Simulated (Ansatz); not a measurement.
# Structural relaxation of bare CsH nanowire along [001] (96 atoms)

Aim: bring bare CsH nanowire along [001] (96 atoms) to a nearby minimum of the energy and see what moves.

Calculated with Ansatz 0.2.0; Kohn-Sham DFT, LDA, PAW (set soft_2), plane waves.

The database entry behind the starting cell differs from later determinations by our own check (0.1 to 0.3 % short, probably kX units), so it need not match the best structure at ambient conditions.

## Step 1: Set-up

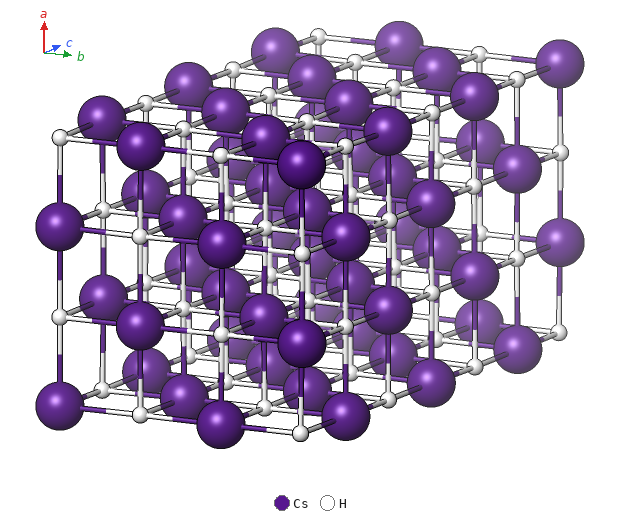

The cell as given, at a slant to the c axis (caesium purple, hydrogen white). Some periodic images of atoms are drawn too.

The cell holds 96 atoms: 48 Cs and 48 H. Cell: a = 21.564 Å, b = 21.564 Å, c = 19.128 Å, α = 90.0°, β = 90.0°, γ = 90.0°. It derives from CsH (rock-salt). Square section of size parameter 5.53 Å cut from rock-salt CsH (a = 6.376 Å) along [001], 3 periods, 12 Å of vacuum; not relaxed, displaced by a Gaussian of 0.02 Å. Vacuum lies along a and b. The structure repeats along c.

Limits known from the start: The Brillouin zone is sampled at Γ only, in a cell whose periodic width is 19 Å. Spin–orbit coupling is left out, which matters for the levels of the heavy elements.

## Step 2: Single point at the start

The forces at the start show how far the geometry lies from a minimum of this functional.

input.yaml reads:

```yaml
crystal:
  lattice:
    - [21.564, 0.0, 0.0]
    - [0.0, 21.564, 0.0]
    - [0.0, 0.0, 19.128]
  atoms:
    - { symbol: Cs, position: [0.27852, 0.27811, 0.00128] }
    - { symbol: H, position: [0.27713, 0.27742, 0.16682] }
    - { symbol: Cs, position: [0.2797, 0.27976, 0.33406] }
    - { symbol: H, position: [0.2782, 0.27834, 0.50048] }
    [... 86 atom lines left out ...]
    - { symbol: Cs, position: [0.72081, 0.72091, 0.99845] }
    - { symbol: H, position: [0.72364, 0.72176, 0.16628] }
    - { symbol: Cs, position: [0.72084, 0.72141, 0.33131] }
    - { symbol: H, position: [0.72303, 0.72224, 0.50089] }
    - { symbol: Cs, position: [0.72219, 0.72141, 0.66699] }
    - { symbol: H, position: [0.72277, 0.7212, 0.83152] }
kpoints:
  mp_grid: { grid: [1, 1, 1] }
hamiltonian:
  xc: lda
scf:
  occupations: { method: gaussian, width: 0.05 }
output:
  forces: true
  populations: true
  dos:
    method: { smearing: { sigma: 0.15 } }
    de: 0.1
    projected: { site_lists: { Cs: [Cs], H: [H] } }
  eigenvalues: true
```

Started as:

```sh
$ ansatz run input.yaml --threads 8 --pin off --max-ram 15872MiB --backend cpu --events-out ev --progress --plain --runs-dir out
```

Elapsed: 68 s, on 8 threads of Arm Neoverse V1, shared host; peak memory 7.5 GiB.

The run gave:

| Item | Value |
| --- | --- |
| free energy | -264992.4058 eV |
| free energy per atom | -2760.3376 eV/atom |
| SCF cycles | 7 |
| r.m.s. force component | 0.07758 eV/Å |
| longest force | 0.2647 eV/Å |
| Fermi energy | 0.0204 eV |
| gap (highest filled to lowest empty level) | 2.495 eV |
| spilling of the projection | 0.008722 |

The r.m.s. force component of 0.078 eV/Å sets the starting point.

Neighbours are counted within 3.49 Å (Cs-H), cutoffs set anew for this text.

Length of the force by element and coordination:

| element | coordination | atoms | mean length of the force (eV/Å) | spread | least | most |
| --- | --- | --- | --- | --- | --- | --- |
| Cs | all | 48 | 0.0918 | 0.0636 | 0.0178 | 0.221 |
| Cs | 4 | 12 | 0.196 | 0.0213 | 0.141 | 0.221 |
| Cs | 5 | 24 | 0.0696 | 0.0106 | 0.0527 | 0.0965 |
| Cs | 6 | 12 | 0.0321 | 0.0108 | 0.0178 | 0.0531 |
| H | all | 48 | 0.140 | 0.063 | 0.0438 | 0.265 |
| H | 4 | 12 | 0.233 | 0.0195 | 0.208 | 0.265 |
| H | 5 | 24 | 0.134 | 0.0136 | 0.105 | 0.158 |
| H | 6 | 12 | 0.061 | 0.0111 | 0.0438 | 0.0793 |

## Step 3: Relaxation

With the cell held, the atoms are moved downhill towards a nearby minimum.

input.yaml, the sections that differ from step 2:

```yaml
output:
  forces: true
relax:
  f_tol: 0.03
  max_steps: 73
# crystal, kpoints, hamiltonian, scf: as in step 2
```

The job ended after 2.4 min (8 threads; peak memory 7.3 GiB; 18 min of CPU time).

The steps of the relaxation:

| step | energy less that of the first step (eV) | largest force component (eV/Å) |
| --- | --- | --- |
| 1 | 0.0000 | 0.1925 |
| 2 | -1.0569 | 0.1375 |
| 3 | -1.8129 | 0.0739 |
| 4 | -2.0880 | 0.0206 |
| 5 | -2.0880 | 0.0206 |
| 6 | -2.0908 | 0.0257 |

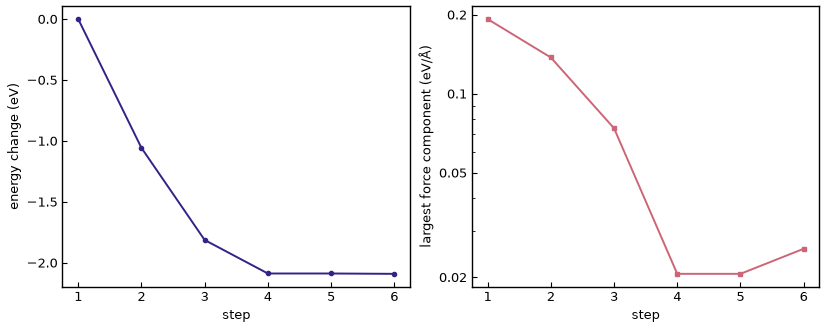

Energy and largest force along the relaxation.

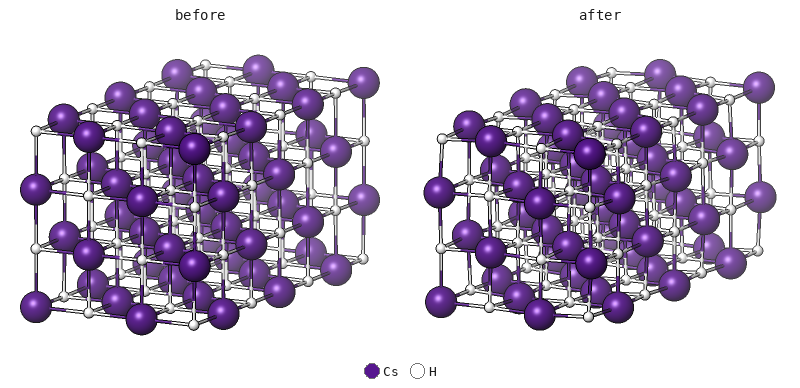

Before and after, at one scale.

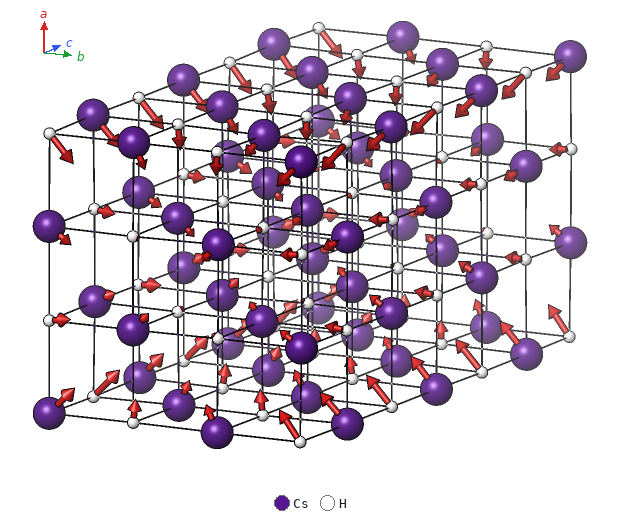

Displacements in the relaxation, exaggerated; the longest in the cell stands for 0.59 Å. Some periodic images of atoms are drawn too.

The atoms that moved most (Å):

```csv
atom,dx,dy,dz,length
H23,0.417,-0.417,0.019,0.590
H92,-0.430,-0.395,0.009,0.584
H94,-0.417,-0.406,-0.015,0.583
H2,0.413,0.405,-0.003,0.579
H96,-0.410,-0.383,0.035,0.562
H21,0.399,-0.394,0.015,0.561
H75,-0.401,0.374,0.008,0.549
H4,0.390,0.385,-0.011,0.548
```

The relaxation changed the energy by -21.8 meV/atom, and atoms moved by 0.33 Å r.m.s., 0.59 Å at most.

## Step 4: Structure statistics after relaxation

Bonds before and after, by the cutoffs listed below:

| pair | bonds before | bonds after | mean before (Å) | mean after (Å) | spread before (Å) | spread after (Å) |
| --- | --- | --- | --- | --- | --- | --- |
| Cs-H | 240 | 240 | 3.187 | 3.066 | 0.025 | 0.109 |

Normalised to the volume that the atoms fill. Pair distribution functions g(r), in bins of 0.2 Å:

| r (Å) | total | Cs-Cs | Cs-H | H-H |
| --- | --- | --- | --- | --- |
| 2.90 | 2.25 | 0.00 | 4.50 | 0.00 |
| 3.10 | 3.02 | 0.00 | 6.03 | 0.00 |
| 3.30 | 0.00 | 0.00 | 0.00 | 0.00 |
| 3.50 | 0.00 | 0.00 | 0.00 | 0.00 |
| 3.70 | 0.00 | 0.00 | 0.00 | 0.00 |
| 3.90 | 0.15 | 0.00 | 0.00 | 0.62 |
| 4.10 | 0.21 | 0.28 | 0.00 | 0.57 |
| 4.30 | 2.90 | 6.28 | 0.00 | 5.32 |
| 4.50 | 1.05 | 2.00 | 0.00 | 2.21 |
| 4.70 | 0.00 | 0.00 | 0.00 | 0.00 |
| 4.90 | 0.00 | 0.00 | 0.00 | 0.00 |
| 5.10 | 0.18 | 0.00 | 0.37 | 0.00 |
| 5.30 | 1.38 | 0.00 | 2.77 | 0.00 |
| 5.50 | 0.00 | 0.00 | 0.00 | 0.00 |
| 5.70 | 0.00 | 0.00 | 0.00 | 0.00 |
| 5.90 | 0.28 | 0.56 | 0.00 | 0.55 |
| 6.10 | 0.27 | 0.54 | 0.00 | 0.54 |
| 6.30 | 0.48 | 0.96 | 0.00 | 0.96 |
| 6.50 | 0.11 | 0.00 | 0.23 | 0.00 |
| 6.70 | 0.77 | 0.00 | 1.54 | 0.00 |
| 6.90 | 0.63 | 0.00 | 1.25 | 0.00 |
| 7.10 | 1.19 | 0.00 | 2.37 | 0.00 |
| 7.30 | 0.36 | 0.72 | 0.00 | 0.73 |
| 7.50 | 0.88 | 1.42 | 0.00 | 2.09 |
| 7.70 | 0.58 | 1.50 | 0.00 | 0.83 |
| 7.90 | 0.00 | 0.00 | 0.00 | 0.00 |

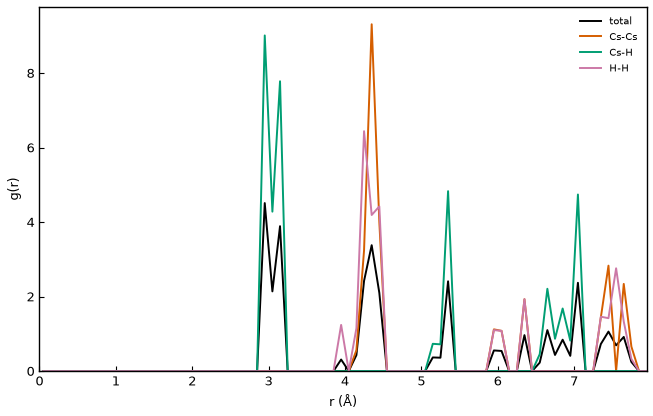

Pair distribution functions.

Bonds by pair of elements; cutoffs follow the first minimum of g(r), held within bounds set by covalent radii, and pairs that aren't listed don't count as bonded (cutoffs were set anew for this text, so counts can differ from the run's own analysis):

| pair A-B | cutoff (Å) | bonds | mean length (Å) | spread (Å) | shortest (Å) | B about A | A about B |
| --- | --- | --- | --- | --- | --- | --- | --- |
| Cs-H | 3.49 | 240 | 3.07 | 0.109 | 2.90 | 5 | 5 |

How many atoms have how many bonded neighbours:

| element | mean | 4 | 5 | 6 |
| --- | --- | --- | --- | --- |
| Cs | 5 | 12 | 24 | 12 |
| H | 5 | 12 | 24 | 12 |

Bond angles, per cent of each kind in bins of 5°:

| angle (°) | H-Cs-H | Cs-H-Cs |
| --- | --- | --- |
| 80–85 | 4.9 | 0.0 |
| 85–90 | 46.1 | 27.0 |
| 90–95 | 29.5 | 51.0 |
| 95–100 | 0.0 | 2.4 |
| 100–105 | 0.0 | 0.0 |
| 105–110 | 0.0 | 0.0 |
| 110–115 | 0.0 | 0.0 |
| 115–120 | 0.0 | 0.0 |
| 120–125 | 0.0 | 0.0 |
| 125–130 | 0.0 | 0.0 |
| 130–135 | 0.0 | 0.0 |
| 135–140 | 0.0 | 0.0 |
| 140–145 | 0.0 | 0.0 |
| 145–150 | 0.0 | 0.0 |
| 150–155 | 0.0 | 0.0 |
| 155–160 | 0.0 | 0.0 |
| 160–165 | 0.0 | 0.0 |
| 165–170 | 0.0 | 0.0 |
| 170–175 | 0.8 | 0.0 |
| 175–180 | 18.7 | 19.5 |

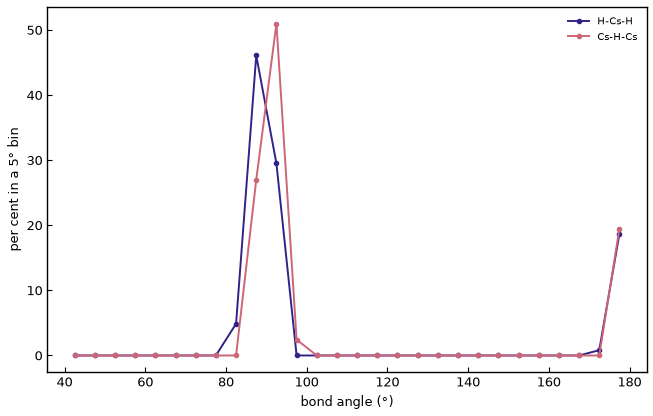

Distributions of the most common bond angles.

Bond angles (no mean is given where the spread exceeds 20°):

| angle | count | mean (°) | spread (°) |
| --- | --- | --- | --- |
| H-Cs-H | 492 | - | - |
| Cs-H-Cs | 492 | - | - |

First main peaks of g(r), for some of the pairs, lie near 4.35 Å (Cs-Cs), 2.97 Å (Cs-H) and 4.28 Å (H-H). With the cutoffs above, 50 % of Cs atoms have 5 and 50 % of H atoms have 5 bonded neighbours.

## Step 5: Single point at the relaxed geometry

The electronic structure is read at the final geometry, in a run of its own.

input.yaml reads:

```yaml
crystal:
  lattice:
    - [21.564, 0.0, 0.0]
    - [0.0, 21.564, 0.0]
    - [0.0, 0.0, 19.128]
  atoms:
    - { symbol: Cs, position: [0.29285, 0.29274, 0.00011] }
    - { symbol: H, position: [0.29628, 0.29622, 0.16667] }
    - { symbol: Cs, position: [0.29285, 0.29286, 0.33335] }
    - { symbol: H, position: [0.29628, 0.2962, 0.49992] }
    [... 86 atom lines left out ...]
    - { symbol: Cs, position: [0.70711, 0.70685, 0.99997] }
    - { symbol: H, position: [0.70372, 0.70342, 0.16673] }
    - { symbol: Cs, position: [0.7071, 0.70682, 0.33336] }
    - { symbol: H, position: [0.70367, 0.70339, 0.50009] }
    - { symbol: Cs, position: [0.70718, 0.70681, 0.66667] }
    - { symbol: H, position: [0.70377, 0.70342, 0.83337] }
kpoints:
  mp_grid: { grid: [1, 1, 1] }
hamiltonian:
  xc: lda
scf:
  occupations: { method: gaussian, width: 0.05 }
output:
  forces: true
  populations: intrinsic
  dos:
    method: { smearing: { sigma: 0.1 } }
    de: 0.1
    projected: { site_lists: { Cs: [Cs], H: [H] } }
  eigenvalues: true
  write_density: true
  write_potential: true
  volumetric_format: npy
  elf: true
```

It took 73 s on 8 threads; peak memory 7.6 GiB; 9.1 min of CPU time.

The program notes that the exchange-correlation potential is rough where the density is thin.

The run gave:

- free energy: -264994.4966 eV
- free energy per atom: -2760.3593 eV/atom
- SCF cycles: 8
- r.m.s. force component: 0.0106 eV/Å
- longest force: 0.03512 eV/Å
- Fermi energy: 0.08843 eV
- gap (highest filled to lowest empty level): 2.39 eV

Intrinsic-atomic-orbital charges by element and coordination:

| element | coordination | atoms | mean charge (e) | spread | least | most |
| --- | --- | --- | --- | --- | --- | --- |
| Cs | all | 48 | 0.697 | 0.0194 | 0.667 | 0.721 |
| Cs | 4 | 12 | 0.721 | 1.0e-4 | 0.721 | 0.721 |
| Cs | 5 | 24 | 0.700 | 1.0e-4 | 0.700 | 0.701 |
| Cs | 6 | 12 | 0.667 | 1.0e-4 | 0.667 | 0.667 |
| H | all | 48 | -0.697 | 0.0037 | -0.701 | -0.692 |
| H | 4 | 12 | -0.696 | 1.0e-4 | -0.696 | -0.696 |
| H | 5 | 24 | -0.701 | 1.0e-4 | -0.701 | -0.700 |
| H | 6 | 12 | -0.692 | 1.0e-4 | -0.692 | -0.692 |

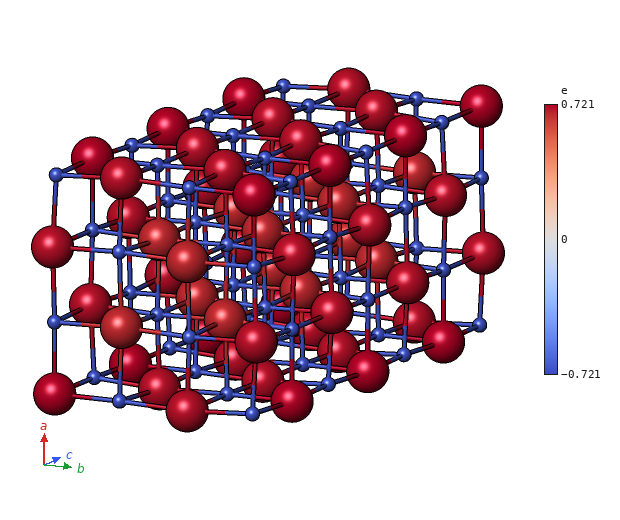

Atoms coloured by intrinsic-atomic-orbital charge. Some periodic images of atoms are drawn too.

Density of states as counts of states in windows of 1 eV (from the Fermi level), total and the larger projections:

```
from (eV)  to (eV)  total   Cs p   H s  Cs s
      -18      -11    0.0    0.0   0.0   0.0
      -11      -10   14.1   13.3   0.5   0.2
      -10       -9  273.1  268.3   2.1   2.5
       -9       -8    0.8    0.8   0.0   0.0
       -8       -3    0.0    0.0   0.0   0.0
       -3       -2   31.7    1.3  22.5   6.5
       -2       -1   64.3    2.8  51.4   7.2
       -1        1    0.0    0.0   0.0   0.0
        1        2   70.2    0.5   3.6  34.5
```

Between -23 and -18 eV lie 96 more states.

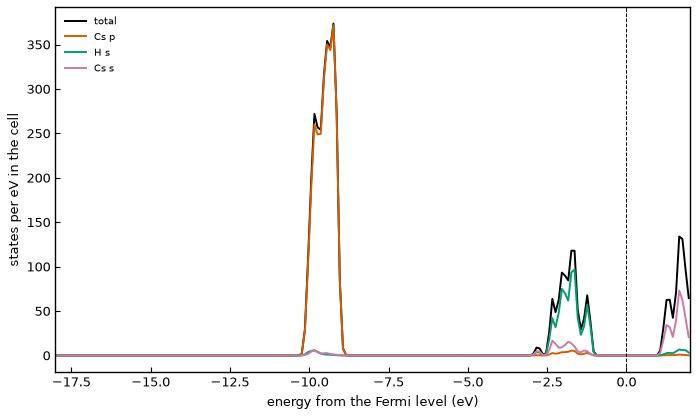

Total and projected density of states, with the broadening of the input.

The levels nearest the highest filled one (over half full), pooled over k-points and spins:

```csv
level less the highest filled one (eV),occupation
-0.0267,2
-0.0262,2
-0.0258,2
-0.0257,2
-7.0e-4,2
0,2
2.39,0
2.39,0
2.48,0
2.48,0
2.48,0
2.48,0
```

Mean intrinsic-atomic-orbital charges: Cs +0.70, H -0.70 e.

## Step 6: Results

```
energy change in the relaxation                  : -21.78 meV/atom
r.m.s. displacement                              : 0.329 Å
largest displacement                             : 0.59 Å
free energy per atom                             : -2760.3593 eV/atom
r.m.s. force component                           : 0.0106 eV/Å
gap (highest filled to lowest empty level) : 2.39 eV
wall time of the 3 DFT runs                      : 4.8 min
```

**Reading.** Relaxation lowers the energy by 21.8 meV/atom and moves atoms by 0.33 Å r.m.s.; the r.m.s. force component goes from 0.078 to 0.011 eV/Å, and the gap from 2.50 to 2.39 eV. By the final cutoffs no bond was broken or made. First to last step the energy falls by 2.091 eV; the largest move, 0.59 Å, is that of H23, with 3 other atoms within 2 % of it. The Cs-H bonds go from 3.187 Å (spread 0.025) to 3.066 Å (spread 0.109). With the cutoffs above, 50 % of Cs atoms have 5 and 50 % of H atoms have 5 bonded neighbours. Between filled and empty levels lie 2.39 eV at Γ alone; the mesh holds the band edges only if they fold onto it, so the gap at this level can be narrower or closed, and states at the surface or the caps may set it.

[Logs are printed without paths, hosts, clocks, repeated set-up lines and the standing remarks that a program may print on its own settings, such as how far it seeks lower states.]

[Hosts, paths, dates, database ids (printed as entryN), source tags and the programs' standing remarks are cut or masked in the printed files.]
